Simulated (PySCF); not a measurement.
C$_{4}$H$_{10}$Cl$_{3}$GeN

| atom | x (Å) | y (Å) | z (Å) |
| --- | --- | --- | --- |
| Ge | 0.9451 | 1.7560 | 0.6188 |
| Cl | 0.3611 | 2.3607 | 2.5822 |
| Cl | 3.0752 | 1.5909 | 0.4954 |
| Cl | 0.3807 | 3.3470 | -0.7189 |
| N | 0.2116 | 0.1693 | 0.2366 |
| C | 0.7642 | -0.6283 | -0.8502 |
| C | 1.4107 | -1.9145 | -0.3643 |
| C | -1.1314 | -0.1520 | 0.6922 |
| C | -2.2429 | 0.4180 | -0.1768 |
| H | 1.5118 | -0.0322 | -1.3984 |
| H | -0.0311 | -0.8471 | -1.5859 |
| H | 2.2398 | -1.6866 | 0.3218 |
| H | 0.6899 | -2.5510 | 0.1715 |
| H | 1.8091 | -2.4954 | -1.2100 |
| H | -1.2130 | -1.2513 | 0.7489 |
| H | -1.2449 | 0.2069 | 1.7278 |
| H | -2.2205 | 1.5188 | -0.1725 |
| H | -2.1483 | 0.0875 | -1.2228 |
| H | -3.2300 | 0.0967 | 0.1891 |

Geometry: PBE0-D3(BJ)/def2-SVP.

Computed with PySCF 2.14.0, B3LYP/def2-SVPD, SCF density, gas phase.

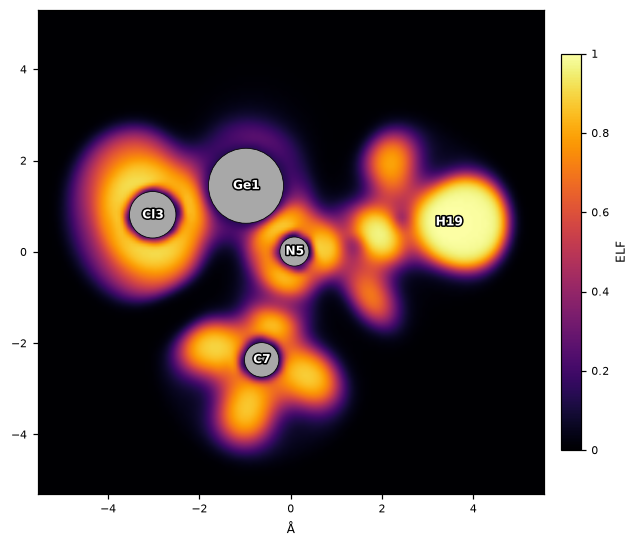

Figure 1. Electron localisation function on the plane of atoms Cl3, Ge1 and N5. Grey discs cover the atomic cores.

What do the fields say about this system?

Answer. The section cuts through Ge, Cl, N, C and H sites. Ge–N (1.79 Å): the ELF peaks at about 0.85 in the valence shell of N, 0.6 Å from its nucleus, and is about 0.50 at the midpoint. Ge–Cl (2.14 Å): the ELF peaks at about 0.85 in the valence shell of Cl, 0.9 Å from its nucleus, and is about 0.65 at the midpoint. The ELF also peaks beside Cl3, away from the bonds: lone-pair regions.

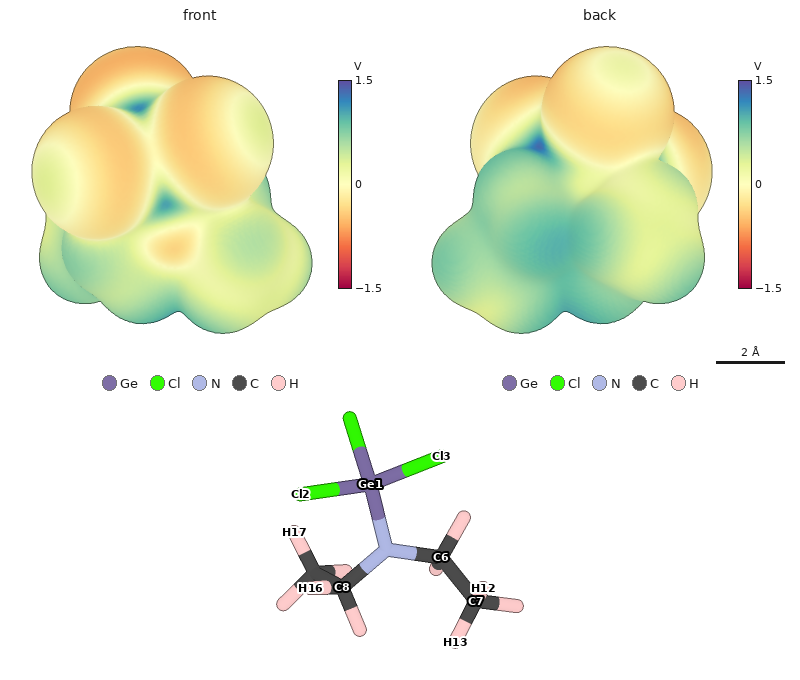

Figure 2. The molecular electrostatic potential painted on the density surface at 0.002 e/bohr³, seen from the front and from behind; the colour scale runs from red (negative) to blue (positive). The bare structure is drawn below in the same view.

Which sites attract a positive test charge, and which a negative one?

Answer. A positive charge is drawn to the negative regions and a negative charge to the positive ones. The most negative region (about −0.5 V) lies over Cl4, the most positive (about +1.1 V) over Ge1. Cl2 shows a σ-hole: about +0.3 V at the tip opposite its bond, against about −0.2 V on its flanks. Cl3 shows a σ-hole: about +0.3 V at the tip opposite its bond, against about −0.2 V on its flanks. Cl4 shows a σ-hole: about +0.2 V at the tip opposite its bond, against about −0.3 V on its flanks.

How polar is the molecule by this calculation?

Answer. Its dipole moment is 3.09 D.
